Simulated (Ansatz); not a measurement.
# CH₅GaO: a ladder of functionals and wavefunction methods

How much do the methods differ for CH₅GaO? The plan is to run it at one geometry with functionals of several rungs and with coupled cluster, and see how far each lands from CCSD(T) at the basis-set limit for the atomisation energy.

Program: Ansatz 0.2.0, Gaussian basis. Level of theory: functionals in def2-TZVPP, the program's frozen cores in correlated methods. These are calculated values, not measurements.

Plan: LDA (SPW92), PBE-D4, revPBE-D4, BLYP-D4, r2SCAN-D4, B97M-V, PBE0-D4, B3LYP-D4, r2SCANh-D4, r2SCAN0-D4, HSE06-D4, BHLYP-D4, CAM-B3LYP-D4, LC-ωPBE, ωB97X-V, ωB97M-V, B2PLYP, PBE-QIDH; CCSD(T)/def2-SVP; CCSD(T)/def2-TZVPP; MP2/def2-QZVPP; extrapolation to the limit; RPA on PBE.

### 1 The geometry

An earlier PBE0-D4 in a triple-zeta def2 set relaxation fixed the geometry.

SMILES `O[CH2][GaH2]`, 8 atoms, charge 0, spin multiplicity 1.

Atoms are counted from 1 here; the program's logs count them from 0.

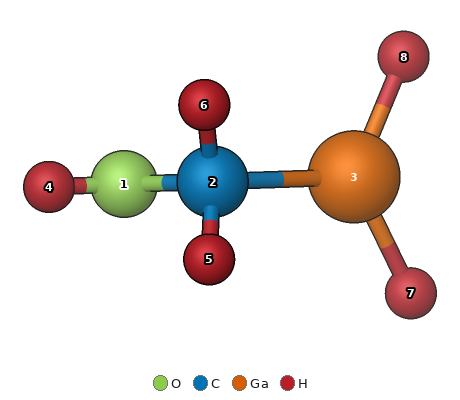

The structure; oxygen green, carbon blue, gallium orange, hydrogen red; atoms are numbered from 1 in the order of the file.

### 2 LDA

This LDA is Slater exchange with PW92 correlation.

Contents of in.yaml:

```yaml
crystal:
  periodic: [false, false, false]
  atoms:
    - {symbol: O, position_ang: [-0.972656, 0.187385, -1.074828]}
    - {symbol: C, position_ang: [-0.118846, 0.695334, -0.044866]}
    - {symbol: Ga, position_ang: [0.671067, -1.008385, 0.625381]}
    - {symbol: H, position_ang: [-1.435292, 0.916642, -1.494959]}
    - {symbol: H, position_ang: [-0.691682, 1.227783, 0.723222]}
    - {symbol: H, position_ang: [0.633410, 1.381409, -0.451107]}
    - {symbol: H, position_ang: [-0.058999, -1.816774, 1.758306]}
    - {symbol: H, position_ang: [1.972999, -1.583394, -0.041149]}
basis:
  gaussian: {orbitals: def2-TZVPP}
hamiltonian: {xc: lda}
output: {orbitals: {seedname: orbitals}}
```

Run with:

```
$ ansatz run in.yaml --threads 2 --pin off --events-out ev --progress --plain --max-ram 4352MiB
```

The runs that follow: PBE-D4 (GGA); revPBE-D4 (GGA); BLYP-D4 (GGA); r2SCAN-D4 (meta-GGA); B97M-V (meta-GGA); B3LYP-D4 (hybrid); r2SCANh-D4 (hybrid); r2SCAN0-D4 (hybrid); HSE06-D4 (hybrid); BHLYP-D4 (hybrid); CAM-B3LYP-D4 (range-separated); LC-ωPBE (range-separated); ωB97X-V (range-separated); ωB97M-V (range-separated); B2PLYP (double hybrid); PBE-QIDH (double hybrid); CCSD(T) in def2-SVP; CCSD(T) in def2-TZVPP; MP2 in def2-QZVPP; RPA on PBE orbitals.

Q: Predict the results of all the runs planned. Wanted: atomisation energy, CCSD(T)/CBS; farthest beyond LDA; mean size of error, GGA; mean size of error, meta-GGA; mean size of error, hybrid; mean size of error, range-separated; mean size of error, double hybrid; gap, smallest and largest; T1 diagnostic.

**Answer**, as computed:

| quantity | value |
| --- | --- |
| atomisation energy, CCSD(T)/CBS | 2479.9 kJ/mol |
| functionals within 24.8 kJ/mol (1.0 %) | PBE-D4, r2SCAN-D4, B97M-V, CAM-B3LYP-D4, LC-ωPBE, ωB97X-V, ωB97M-V |
| farthest beyond LDA | BHLYP-D4 (-96.0 kJ/mol) |
| mean size of error, GGA | 31.9 kJ/mol |
| mean size of error, meta-GGA | 8.3 kJ/mol |
| mean size of error, hybrid | 41.7 kJ/mol |
| mean size of error, range-separated | 7.2 kJ/mol |
| mean size of error, double hybrid | 38.4 kJ/mol |
| gap, smallest and largest | 3.88 eV (LDA (SPW92)), 11.01 eV (LC-ωPBE) |
| T1 diagnostic | 0.0118 |
| triples share of the correlation energy | 3.5 % |

**Reading.** The LDA atomisation energy is off by 354.6 kJ/mol (14 %): it overbinds. PBE-D4 is off by +12.2 kJ/mol. Double hybrids carry the basis error of their MP2 part in triple zeta, and no dispersion term here, so their miss is partly the set-up's. The rungs range-separated, meta-GGA miss on average by less than the doubt on the reference (24.8 kJ/mol), so they tie. Misses under about 24.8 kJ/mol are within the doubt on the reference itself, which lacks core-valence correlation, relativity and higher excitations, and its outer-core shells are covered unevenly. Hartree-Fock recovers 70 % of the binding; the rest is correlation. CCSD(T) in def2-SVP is off by -145.2 kJ/mol, worse than the median functional, from the basis alone. Orbital gaps span 3.9 to 11.0 eV; exact exchange widens them. Correlated methods include outer-core shells of Ga, which these sets cover unevenly.
